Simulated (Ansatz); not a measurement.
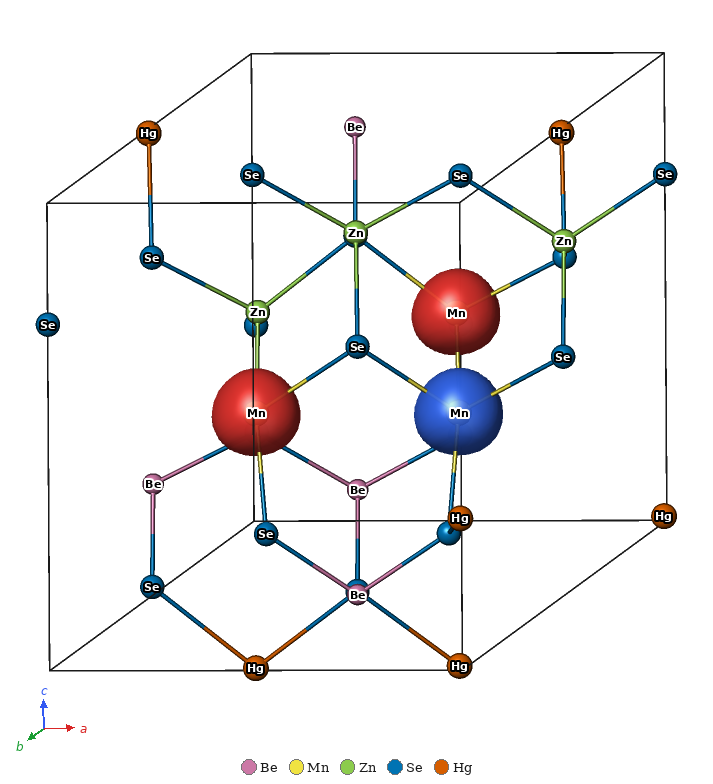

MnBeZnHgSe4. Isosurfaces of the magnetisation density (up minus down) at +0.3 (red) and −0.3 e/Å³ (blue), seen at an oblique angle. Sticks mark near contacts.

Space group P1; a generated structure, not necessarily the stable one; spin-polarised.

These are results of DFT PBE, scalar-relativistic, plane waves, PAW in Ansatz 0.2.0, not measurements.

The density is the valence pseudo-density of a PAW calculation; it isn't the true density close to the nuclei.

```xyz
24
Lattice="-5.7175 -5.6958 -0.0148 5.7058 -0.0036 -5.8302 5.7056 -5.6685 5.8263" Properties=species:S:1:pos:R:3 pbc="T T T"
Be    2.8143   -5.6515   -2.8997
Be    5.7754   -2.9568   -2.8646
Be    0.0266   -2.8663   -2.9188
Mn    2.8086   -8.3928   -0.0349
Mn    2.8501   -2.9014    0.0122
Mn    0.0769   -5.7297   -0.0157
Zn    5.6032   -5.6975   -0.0448
Zn   -0.1716   -8.4161    2.8466
Zn    2.8857   -5.7161    2.9125
Se    4.5075   -1.6581   -4.1191
Se    1.4338   -4.2589   -4.0308
Se    4.2610   -4.3131   -1.6237
Se    1.4261   -7.1101   -1.6841
Se    6.9295   -4.1047    1.3245
Se    4.3955   -7.2036    1.5655
Se   -1.1724   -4.1993   -1.5872
Se    1.3403   -1.6618   -1.5761
Se   -1.6354   -6.9187    1.4733
Se    1.3738   -4.2431    1.5805
Se    1.3266   -7.0620    4.2925
Se    4.1915   -9.8825   -1.5150
Hg   -2.8271   -2.8765    0.0199
Hg    0.0687   -5.7044   -5.7839
Hg    2.7872  -11.2997    2.8349
```

> Where is the spin, and how is it ordered?

The spin density sits on Mn: +4.1 μB (×2) and −4.1 μB in one cell of 24 atoms: ferrimagnetic (opposed moments on unlike sites) in this solution. The cell of the calculation (24 atoms) carries 5.0 μB of net spin moment.
